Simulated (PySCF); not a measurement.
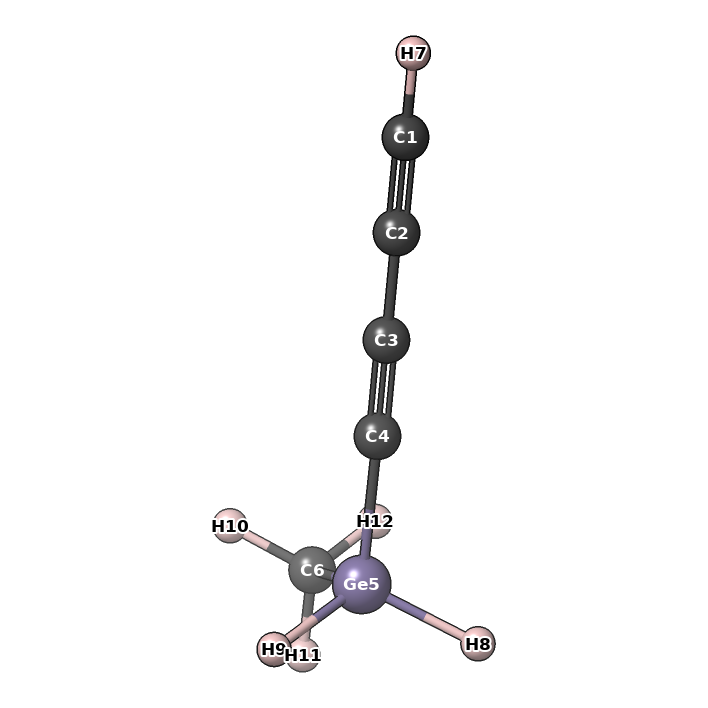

C6 lies behind Ge5. The molecule seen a little off the Ge5–C6 bond, Ge5 in front. Depth is shown by fading: the farther an atom, the more it takes the colour of the background. The computed structure is the end point of a PBE0-D3(BJ)/def2-SVP optimisation. No frequency run is at hand to confirm it as a minimum.

Q: What is the torsion angle C4–Ge5–C6–H10? The sign is positive where the front bond must turn clockwise to cover the back bond.

A: −60°, synclinal (gauche). The bonds about Ge5–C6 are staggered.
